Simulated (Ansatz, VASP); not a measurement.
# CdTe in two plane-wave programs

Wanted: the spread between two codes on one cell, functional and k mesh. The cell is taken from a series of VASP runs on this material, whose earlier steps may have relaxed, scaled or displaced it; both programs get it as it stands. Valence electrons are named where the data sets of a main pair hold unlike numbers.

Program: Ansatz 0.2.0. Level of theory: plane waves, with VASP 6.6.1 beside it; band structure at HSE06 and band structure at r2SCAN-EpsX with an exact-exchange share of 0.069. Results are calculated unless marked as measured.

## (1) Starting point

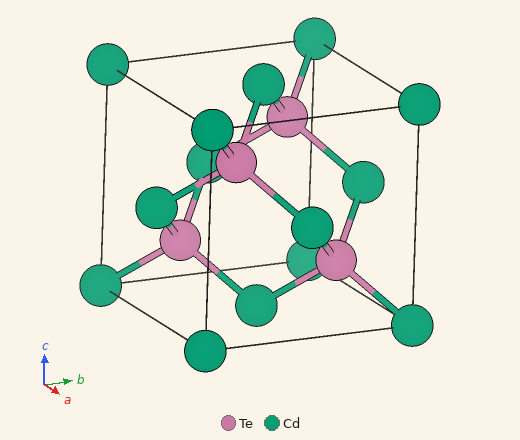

Start, viewed slightly off an axis; tellurium pink, cadmium teal. This picture shows the conventional cell, with its axes. Bonds to atoms that aren't drawn are left out. Some periodic images of atoms are drawn too.

## (2) VASP: band structure, HSE06

The same path points are solved in both programs, so levels can be compared one by one.

Lines of VASP's logs that name or quote its potential files are left out, and so is its time.

The run reads the wave functions of an earlier VASP run, which isn't shown here.

INCAR reads:

```
SYSTEM = CdTe
PREC = Accurate
ENCUT = 350
EDIFF = 1E-06
NELM = 100
ISMEAR = 0
SIGMA = 0.03
LREAL = .FALSE.
ALGO = Normal
LHFCALC = .TRUE.
AEXX = 0.25
GGA = PE
HFSCREEN = 0.2
LASPH = .TRUE.
NBANDS = 15
PRECFOCK = Fast
LORBIT = 11
LWAVE = .FALSE.
LCHARG = .FALSE.
KPAR = 4
```

POSCAR reads:

```
CdTe
1.0
    0.0000000000      3.2400000000      3.2400000000
    3.2400000000      0.0000000000      3.2400000000
    3.2400000000      3.2400000000      0.0000000000
Te Cd
1 1
Direct
    0.7500000000      0.7500000000      0.7500000000
    0.0000000000      0.0000000000      0.0000000000
```

KPOINTS reads:

```
Automatic mesh
0
Gamma
4 4 4
0 0 0
```

KPOINTS_OPT reads:

```
Line mode
10
Line-mode
Reciprocal
  0.00000000   0.00000000   0.00000000 GAMMA
  0.50000000   0.00000000   0.50000000 X

  0.50000000   0.00000000   0.50000000 X
  0.50000000   0.25000000   0.75000000 W

  0.50000000   0.25000000   0.75000000 W
  0.37500000   0.37500000   0.75000000 K

  0.37500000   0.37500000   0.75000000 K
  0.00000000   0.00000000   0.00000000 GAMMA

  0.00000000   0.00000000   0.00000000 GAMMA
  0.50000000   0.50000000   0.50000000 L

  0.50000000   0.50000000   0.50000000 L
  0.62500000   0.25000000   0.62500000 U

  0.62500000   0.25000000   0.62500000 U
  0.50000000   0.25000000   0.75000000 W

  0.50000000   0.25000000   0.75000000 W
  0.50000000   0.50000000   0.50000000 L

  0.50000000   0.50000000   0.50000000 L
  0.37500000   0.37500000   0.75000000 K

  0.62500000   0.25000000   0.62500000 U
  0.50000000   0.00000000   0.50000000 X
```

The projector-augmented-wave data sets are Te and Cd (PBE family, release 64).

The run is started by

```sh
$ mpirun -np 4 vasp_std
```

Numbers of over 12 decimals in the logs are rounded to 6 here.

The program printed:

```text
[banner, memory and clock lines left out]
running    4 mpi-ranks, on    1 nodes
 distrk:  each k-point on    1 cores,    4 groups
 distr:  one band on    1 cores,    1 groups

 POSCAR found type information on POSCAR TeCd
 POSCAR found :  2 types and       2 ions
 LDA part: xc-table for (Slater+PW92), standard interpolation
 found WAVECAR, reading the header
 POSCAR, INCAR and KPOINTS ok, starting setup
 FFT: planning ... GRIDC
 FFT: planning ... GRID_SOFT
 FFT: planning ... GRID
 reading WAVECAR
 the WAVECAR file was read successfully
 initial charge from wavefunction
 entering main loop
       N       E                     dE             d eps       ncg     rms          rms(c)
DAV:   1    -0.599692574649E+01   -0.59969E+01   -0.18503E+00   240   0.127E+01    0.100E+01
DAV:   2    -0.599255695808E+01    0.43688E-02   -0.10697E-01   275   0.422E+00    0.660E+00
DAV:   3    -0.598806027518E+01    0.44967E-02   -0.15377E-02   282   0.150E+00    0.406E+00
DAV:   4    -0.598727381581E+01    0.78646E-03   -0.17031E-03   275   0.378E-01    0.244E+00
DAV:   5    -0.598709881818E+01    0.17500E-03   -0.30622E-04   275   0.126E-01    0.148E+00
DAV:   6    -0.598707167034E+01    0.27148E-04   -0.64867E-05   268   0.574E-02    0.894E-01
DAV:   7    -0.598706620098E+01    0.54694E-05   -0.81308E-06   261   0.229E-02    0.536E-01
DAV:   8    -0.598706567026E+01    0.53072E-06   -0.24766E-06   260   0.129E-02
   1 F= -.59870657E+01 E0= -.59870657E+01  d E =-.159599E-18
 Start KPOINTS_OPT (optional k-point list driver)
k-point batch [1-8\100]
       N       E                     dE             ncg
DAV:   1     0.164960169893E+03   -0.14819E+04      240
DAV:   2    -0.695913142738E+03   -0.86087E+03      268
DAV:   3    -0.738491490462E+03   -0.42578E+02      282
DAV:   4    -0.739220999274E+03   -0.72951E+00      367
DAV:   5    -0.739226145777E+03   -0.51465E-02      282
DAV:   6    -0.739226193530E+03   -0.47754E-04      353
DAV:   7    -0.739226194095E+03   -0.56537E-06      218
[...]
k-point batch [97-100\100]
       N       E                     dE             ncg
DAV:   1     0.202367341366E+04   -0.19551E+04      120
DAV:   2     0.161631251193E+04   -0.40736E+03      134
DAV:   3     0.159899088693E+04   -0.17322E+02      162
DAV:   4     0.159869941236E+04   -0.29147E+00      194
DAV:   5     0.159869754397E+04   -0.18684E-02      169
DAV:   6     0.159869753317E+04   -0.10797E-04      180
DAV:   7     0.159869753303E+04   -0.14489E-06      116
```

OUTCAR, selected parts (step 2):

```text
ion  position               nearest neighbor table
   1  0.750  0.750  0.750-   2 2.81   2 2.81   2 2.81   2 2.81
   2  0.000  0.000  0.000-   1 2.81   1 2.81   1 2.81   1 2.81

  LATTYP: Found a face centered cubic cell.
 ALAT       =     6.4800000000

 Subroutine GETGRP returns: Found 24 space group operations
 (whereof 24 operations were pure point group operations)

The static configuration has the point symmetry T_d .

 Found      8 irreducible k-points:

   k-points           NKPTS =      8   k-points in BZ     NKDIM =     64   number of bands    NBANDS=     15

   dimension x,y,z NGX =    28 NGY =   28 NGZ =   28
   dimension x,y,z NGXF=    56 NGYF=   56 NGZF=   56

   ENCUT  =  350.0 eV  25.72 Ry    5.07 a.u.   6.99  6.99  6.99*2*pi/ulx,y,z

   NELECT =      18.0000    total number of electrons

 k-points in reciprocal lattice and weights: Automatic mesh
   0.00000000  0.00000000  0.00000000       0.016
   0.25000000  0.00000000  0.00000000       0.125
   0.50000000  0.00000000  0.00000000       0.062
   0.25000000  0.25000000  0.00000000       0.094
   0.50000000  0.25000000  0.00000000       0.375
  -0.25000000  0.25000000  0.00000000       0.188
   0.50000000  0.50000000  0.00000000       0.047
  -0.25000000  0.50000000  0.25000000       0.094

  exchange ACFDT corr.  =         0.00000000  see jH, gK, PRB 81, 115126

 average (electrostatic) potential at core
       1 -87.4436       2 -32.6148

 E-fermi :   2.0238

 k-point     1 :       0.0000    0.0000    0.0000
  band No.  band energies     occupation
    ...
      5      -7.4847      2.00000
      6      -7.4847      2.00000
      7       1.8435      2.00000
      8       1.8435      2.00000
      9       1.8435      2.00000
     10       3.4221      0.00000
     11       7.3302      0.00000
     12       7.3302      0.00000
     13       7.3302      0.00000
     14      10.3711      0.00000
    ...

 k-point     2 :       0.2500    0.0000    0.0000
  band No.  band energies     occupation
    ...
      5      -7.4860      2.00000
      6      -7.4860      2.00000
      7      -1.0212      2.00000
      8       1.3874      2.00000
      9       1.3874      2.00000
     10       4.6615      0.00000
     11       7.9110      0.00000
     12       7.9110      0.00000
     13       8.1200      0.00000
     14      11.1112      0.00000
    ...

 k-point     3 :       0.5000    0.0000    0.0000
  band No.  band energies     occupation
    ...
      5      -7.4782      2.00000
      6      -7.0362      2.00000
      7      -2.9048      2.00000
      8       1.0126      2.00000
      9       1.0126      2.00000
     10       4.4801      0.00000
     11       7.9138      0.00000
     12       7.9138      0.00000
     13       9.8418      0.00000
     14      11.6239      0.00000
    ...

  energy-cutoff  :      350.00
  volume of cell :       68.02
      direct lattice vectors                 reciprocal lattice vectors
     0.000000000  3.240000000  3.240000000    -0.154320988  0.154320988  0.154320988
     3.240000000  0.000000000  3.240000000     0.154320988 -0.154320988  0.154320988
     3.240000000  3.240000000  0.000000000     0.154320988  0.154320988 -0.154320988

 POSITION                                       TOTAL-FORCE (eV/Angst)
 -----------------------------------------------------------------------------------
      4.86000      4.86000      4.86000         0.000000      0.000000      0.000000
      0.00000      0.00000      0.00000        -0.000000     -0.000000     -0.000000
 -----------------------------------------------------------------------------------
    total drift:                                0.000013      0.000024     -0.000032

  FREE ENERGIE OF THE ION-ELECTRON SYSTEM (eV)
  ---------------------------------------------------
  free  energy   TOTEN  =        -5.9870656703 eV

  energy  without entropy=       -5.9870656703  energy(sigma->0) =       -5.98706567

 total charge
# of ion       s       p       d       tot
------------------------------------------
    1        1.305   2.244   0.020   3.568
    2        0.437   0.315   9.560  10.312
--------------------------------------------------
tot          1.742   2.559   9.579  13.880

[... 3 further parts left out ...]
```

The k-mesh is coarse for exact exchange; levels may shift by about 0.1 eV on a finer one. The PAW data sets were made with PBE, which is usual practice but a small mismatch for other functionals.

## (3) Ansatz: band structure, HSE06

Ansatz runs on its default PAW (the set named soft_2) files.

The same cell, functional, mesh and smearing now go to Ansatz, which takes its cutoff from its data sets.

input.yaml reads:

```yaml
crystal:
  lattice:
    - [0.0, 3.24, 3.24]
    - [3.24, 0.0, 3.24]
    - [3.24, 3.24, 0.0]
  atoms:
    - { symbol: Te, position: [0.75, 0.75, 0.75] }
    - { symbol: Cd, position: [0.0, 0.0, 0.0] }
hamiltonian:
  xc: { exchange: pbe, correlation: pbe, exx: { coeff: 0.25, omega: 0.2 } }
  pseudopotentials: { kind: paw }
kpoints:
  mp_grid: { grid: [4, 4, 4] }
  band_path:
    path:
      - [0.0, 0.0, 0.0]
      - [0.5, 0.0, 0.5]
      - [0.5, 0.22222, 0.72222]
      - [0.40278, 0.34722, 0.75]
      - [0.125, 0.125, 0.25]
      - [0.27778, 0.27778, 0.27778]
      - [0.55556, 0.38889, 0.55556]
      - [0.58333, 0.25, 0.66667]
      - [0.5, 0.30556, 0.69444]
      - [0.48611, 0.48611, 0.52778]
      - [0.625, 0.25, 0.625]
      - [0.5, 0.0, 0.5]
    npoints: 1
scf:
  occupations: { method: gaussian, width: 0.03 }
  n_extra_bands: 7
output:
  forces: true
  stress: true
  eigenvalues: true
```

The run is started by

```sh
$ ansatz run input.yaml --threads 4 --pin off --max-ram 9216MiB --backend cpu --events-out ev --progress --plain --runs-dir out
```

The program printed:

```text
Warning: output.stress: scf.convergence.dr2_threshold = 1e-7 eV (the SCF's general default) is looser than the 2e-10 eV advised for a printed stress (1e-10 eV for each atom of the cell: 2). What an SCF threshold leaves in a stress goes as its square root, and in the free energy as the threshold itself, and one threshold admits the most on a small cell: [figures from the program's tests cut] Set scf.convergence.dr2_threshold to 2e-10 eV or tighter. The threshold is an SCF's pass mark: one that does not reach it within its budget of iterations ends unconverged, or closes short of it on a stop that the run arms, and scf.convergence.dr2_threshold's page says what that costs each kind of run
Warning: output.stress: scf.exx.energy_threshold = 1e-6 eV is looser than the 2e-8 eV advised for a stress under a hybrid functional (1e-8 eV for each atom of the cell: 2). Every SCF of the exchange loop can meet its threshold on dr2 while the loop round them stops early: no threshold on dr2 bounds what that leaves in the stress. Set scf.exx.energy_threshold to 2e-8 eV or tighter. The threshold is the loop's pass mark: a loop that does not reach it within its budget of cycles ends unconverged, and scf.exx.energy_threshold's page has the law
scf.n_extra_bands = 7 over 18 filled bands (N_el = 36.0): the run solves 25 bands
Engine: ansatz 0.2.0, aarch64-unknown-linux-gnu
Pseudopotentials: kind: paw
Pseudopotential: Te, paw, valence charge 16, recommended cutoff 420 eV (normal), Te.paw.azcp
Pseudopotential: Cd, paw, valence charge 20, recommended cutoff 420 eV (normal), Cd.paw.azcp
Functional definition: unnamed
  parameter a_1 = 0.25
  parameter omega_1 = 0.2/angstrom
  exchange = pbe_x + (-a_1)*pbe_x_sr(omega_1) + a_1*exact_x_sr(omega_1)
  correlation = pbe_c
Crystal: 2 atoms, lattice volume = 68.024 Å³
Basis set: ecut = 420 eV, 1363 PW (Γ), exchange–correlation on 64×64×64 points (8 copies of the dense FFT grid, shifted against one another)
Bands: 25, of which v1, the nominal top of the filled ones, is band 18 counted from 1 (17 counted from 0)
Symmetry: 24 space group operations
Space group: F-43m (ITA 216), of the structure as read, at distance tolerance 4.1e-5 Å
k-points: 8 of 64 (time reversal used)
Non-local potential: Te, projectors of the file, l = 0: 2, l = 1: 2, l = 2: 2, l = 3: 2
Non-local potential: Cd, projectors of the file, l = 0: 3, l = 1: 2, l = 2: 2, l = 3: 1
PAW form: soft (Blöchl's): semilocal exchange-correlation on the pseudo side does not see the compensation charge
PAW frozen core: Te, regenerated for the run's functional, and the local potential with it (the file was generated under x = pbe(κ = 0.804, μ = 0.219515), c = pbe(β = 0.066725))
PAW frozen core: Cd, regenerated for the run's functional, and the local potential with it (the file was generated under x = pbe(κ = 0.804, μ = 0.219515), c = pbe(β = 0.066725))
PAW one-centre angular grid: Te, 590 points (default); XC on 64 Gauss nodes
PAW one-centre angular grid: Cd, 590 points (default); XC on 64 Gauss nodes
Initial density: superposition of atomic densities (neutral atoms: chi_scale 0, normalization atom), corrected by the library's trained network
Initial wavefunctions: pseudopotential atomic-orbital guess
Functional: x = pbe(κ = 0.804, μ = 0.219515), c = pbe(β = 0.066725), warm-up for x = pbe(κ = 0.804, μ = 0.219515) + 0.25 (exact − pbe) at short range (hse, ω = 0.2 Å⁻¹), c = pbe(β = 0.066725)
SCF iter   1: F=—  HF=-15235.242836 eV  |F-HF|=—  |Δ(HF+E_count)|=         —  Δρ=8.69e-4  dr2=7.23e-4  ethr=1.77e-3  ⟨swp⟩=12.1  Hψ=980  notcnv=0
preconditioner: auto → none  [insulator: Δε(μ)=0.753 eV  Ē_g=13.432 eV  σ=0.030 eV  W_gap=1.00  n_scr=14 (ndim 8)  ℏωp=19.1 eV  f_vac=0.191  D(μ)=0.00/eV (n_scr^D=0)]
iter 2 solved again at ethr=3.63e-8 eV; its pass at ethr=2.01e-6 eV (dr2=1.31e-5 eV) is discarded
SCF iter   2: F=-15235.243025 eV  HF=-15235.242960 eV  |F-HF|=6.51e-5  |Δ(HF+E_count)|=   1.24e-4  Δρ=1.71e-4  dr2=1.32e-5  ethr=3.63e-8  ⟨swp⟩=3.2  Hψ=963  notcnv=0  defer=2
SCF 1 stopped early in 2 iterations: F = -15235.243025 eV  dr2 = 1.32e-5
  greatest PAW one-centre occupation: 1.000 electrons in one spin orbital (limit 2), on the Cd atom at site 1 (counted from 0), in its partial waves of l = 0
Initial density: handed on by an earlier stage of this run
Initial wavefunctions: those handed on with the density
Functional: x = pbe(κ = 0.804, μ = 0.219515) + 0.25 (exact − pbe) at short range (hse, ω = 0.2 Å⁻¹), c = pbe(β = 0.066725)
Exchange kernel: α = 0.2500, screened, ω = 0.2000 Å⁻¹, Wigner–Seitz truncation, v(0) = 1120.7141 eV·Å³, q-mesh 4×4×4, nearest image of the exchange supercell L = 18.33 Å, pair-density grid 18×18×18, without the augmentation charges, whose exchange is taken in its separable form by FFT convolution over the k-point mesh (sized by the pseudopotential files, 27×27×27 at the most), smooth part of the exact exchange by density-matrix convolution
Frozen-core exchange: fock
SCF iter   1: F=—  HF=-15243.578964 eV  |F-HF|=—  |Δ(HF+E_count)|=         —  Δρ=5.74e-3  dr2=1.68e-2  ethr=3.66e-7  ⟨swp⟩=8.1  Hψ=969  notcnv=0
preconditioner: auto → none  [insulator: Δε(μ)=1.611 eV  Ē_g=15.361 eV  σ=0.030 eV  W_gap=1.00  n_scr=14 (ndim 8)  ℏωp=19.1 eV  f_vac=0.191  D(μ)=0.00/eV (n_scr^D=0)]
SCF iter   2: F=—  HF=-15243.574739 eV  |F-HF|=—  |Δ(HF+E_count)|=   4.22e-3  Δρ=2.04e-3  dr2=1.85e-3  ethr=3.66e-7  ⟨swp⟩=4.0  Hψ=627  notcnv=0
SCF iter   3: F=—  HF=-15243.581538 eV  |F-HF|=—  |Δ(HF+E_count)|=   6.80e-3  Δρ=1.42e-3  dr2=8.14e-4  ethr=3.66e-7  ⟨swp⟩=4.0  Hψ=616  notcnv=0
SCF iter   4: F=—  HF=-15243.581423 eV  |F-HF|=—  |Δ(HF+E_count)|=   1.15e-4  Δρ=4.19e-4  dr2=7.28e-5  ethr=3.66e-7  ⟨swp⟩=3.0  Hψ=434  notcnv=0
SCF iter   5: F=—  HF=-15243.581538 eV  |F-HF|=—  |Δ(HF+E_count)|=   1.15e-4  Δρ=1.30e-4  dr2=9.93e-6  ethr=1.66e-7  ⟨swp⟩=3.2  Hψ=394  notcnv=0  defer=1
SCF iter   6: F=-15243.581535 eV  HF=-15243.581535 eV  |F-HF|=3.31e-8  |Δ(HF+E_count)|=   2.34e-6  Δρ=1.64e-5  dr2=1.30e-6  ethr=2.42e-8  ⟨swp⟩=3.1  Hψ=439  notcnv=0
SCF 2 stopped early in 6 iterations: F = -15243.581535 eV  dr2 = 1.30e-6
hybrid outer 1: dexx = +8.254e-3 eV, tail = 6.81e-5 eV
Exchange kernel: α = 0.2500, screened, ω = 0.2000 Å⁻¹, Wigner–Seitz truncation, v(0) = 1120.7141 eV·Å³, q-mesh 4×4×4, nearest image of the exchange supercell L = 18.33 Å, pair-density grid 18×18×18, without the augmentation charges, whose exchange is taken in its separable form by FFT convolution over the k-point mesh (sized by the pseudopotential files, 27×27×27 at the most), smooth part of the exact exchange by density-matrix convolution
Frozen-core exchange: fock
SCF iter   1: F=—  HF=-15243.581679 eV  |F-HF|=—  |Δ(HF+E_count)|=         —  Δρ=4.57e-5  dr2=9.62e-7  ethr=9.46e-7  ⟨swp⟩=4.8  Hψ=456  notcnv=0
preconditioner: auto → none  [insulator: Δε(μ)=1.671 eV  Ē_g=15.299 eV  σ=0.030 eV  W_gap=1.00  n_scr=14 (ndim 8)  ℏωp=19.1 eV  f_vac=0.193  D(μ)=0.00/eV (n_scr^D=0)]
SCF iter   2: F=—  HF=-15243.581679 eV  |F-HF|=—  |Δ(HF+E_count)|=   1.19e-7  Δρ=1.67e-5  dr2=1.53e-7  ethr=2.58e-9  ⟨swp⟩=3.2  Hψ=500  notcnv=0
SCF iter   3: F=—  HF=-15243.581679 eV  |F-HF|=—  |Δ(HF+E_count)|=   3.32e-8  Δρ=4.55e-6  dr2=2.35e-8  ethr=3.32e-10  ⟨swp⟩=3.5  Hψ=425  notcnv=0
SCF iter   4: F=-15243.581679 eV  HF=-15243.581679 eV  |F-HF|=7.16e-9  |Δ(HF+E_count)|=   1.40e-7  Δρ=2.43e-6  dr2=8.32e-9  ethr=1.08e-11  ⟨swp⟩=4.6  Hψ=656  notcnv=0  defer=2
SCF 3 converged in 4 iterations: F = -15243.581679 eV  dr2 = 8.32e-9
  Residual-converged pass: ⟨swp⟩=2.0  Hψ=276  notcnv=0  max |occ|·‖R‖ = 2.3e-6 eV (tolerance 2.4e-6 eV)  dr2=8.32e-9  dr2_onsite=7.43e-10  max |Δocc| = 0.0e0
  greatest PAW one-centre occupation: 1.000 electrons in one spin orbital (limit 2), on the Cd atom at site 1 (counted from 0), in its partial waves of l = 1
hybrid outer 2: dexx = +3.094e-7 eV, tail = 4.05e-8 eV, Δε = 2.63e-3 eV (about 1.12e-4 eV left of the loop's levels)
NSCF: frozen V_eff on 12 k-points
hybrid SCF converged: 2 outer / 10 inner (+2 warm-up), last move |dexx| = 3.09e-7 eV, tail = 4.05e-8 eV
Stability not checked: this state was not tested for a lower state beside it, because the functional holds exact exchange (a hybrid, or Hartree-Fock), whose exchange loop this test does not read (fock_operator; see scf.lower_state_search)
Free energy (F): -15243.581679 eV
Frozen-core exchange: fock
Harris-Foulkes:  -15243.581679 eV  (|F-HF|=7.16e-9)
Internal energy: -15243.581679 eV  (E = F + TS)
E sigma→0 (E₀):  -15243.581679 eV
Fermi energy:    7.818024 eV
--- Per-component energies (eV) ---
  E_band       = -879.471909
  E_kinetic    = 686.606600
  E_local      = -5421.714945  (includes V_loc(G=0)·N_el)
  E_nonlocal   = -277.172267
  E_hartree    = 2738.329541
  E_xc         = -240.903996
  E_vxc        = -259.025203  (∫ρ·V_xc dr)
  E_exx        = -134.098679  (= α·E_x^exact, valence–valence)
  E_paw        = -8681.821007  (= ΣΔE_a)
  E_vpaw       = -816.625432  (= ΣTr[D̂ρ^β])
  E_aug_tail   = -0.000153  (compensation charges beyond the density's cutoff)
  E_ewald      = -3912.024287
  E_core_change = -0.782487  (= ΣΔE_core)
  E_smearing   = -0.000000  (= −TS)
  E_closure    = -0.000000  (closes the sum)
  Σ components = -15243.581679   (vs F -15243.581679, Δ=0.00e0)
--- Forces (eV/Å), atoms counted from 1 ---
  atom   1  Te     0.00000000     0.00000000     0.00000000
  atom   2  Cd    -0.00000000     0.00000000    -0.00000000
  max |Σ_I F_I| component: 1.56e-16 eV/Å
--- Stress (GPa, compression-positive) ---
        1.853567       0.000000       0.000000
        0.000000       1.853567       0.000000
       -0.000000       0.000000       1.853567
  P = ⅓ Tr σ = 1.8536 GPa (18.536 kbar)
--- Band table (eV; the first three rows and the last of 8) ---
  k-point 0: bands = [... 14 lower, -2.4033, 6.9821, 6.9821, 6.9821, 8.6533, 12.4687, 12.4687, 12.4687, ... 3 higher]
  k-point 1: bands = [... 14 lower, -2.4041, 4.1332, 6.5271, 6.5271, 9.8496, 13.0504, 13.0504, 13.2571, ... 3 higher]
  k-point 2: bands = [... 14 lower, -1.9422, 2.2422, 6.1529, 6.1529, 9.6578, 13.0560, 13.0560, 14.9394, ... 3 higher]
  k-point 7: bands = [... 14 lower, -1.6692, 2.5385, 4.4773, 4.6491, 12.2601, 12.4255, 13.5182, 14.1373, ... 3 higher]
```

Elapsed: 24 s, on 4 threads of Arm Neoverse V1, shared host; peak memory 0.89 GiB.

The column dr2 measures how far the density is from self-consistency, as an energy; F and HF (Harris–Foulkes) agree once it is small.

(Part 1 of 2 ends here.)

[Lines on the potential files, build, host, timing and source positions are cut from VASP's logs without a mark.]

[Logs are printed without paths, hosts, clocks, repeated set-up lines and the standing remarks that a program may print on its own settings, such as how far it seeks lower states.]

[Hosts, paths, dates, database ids (printed as entryN), source tags and the programs' standing remarks are cut or masked in the printed files.]
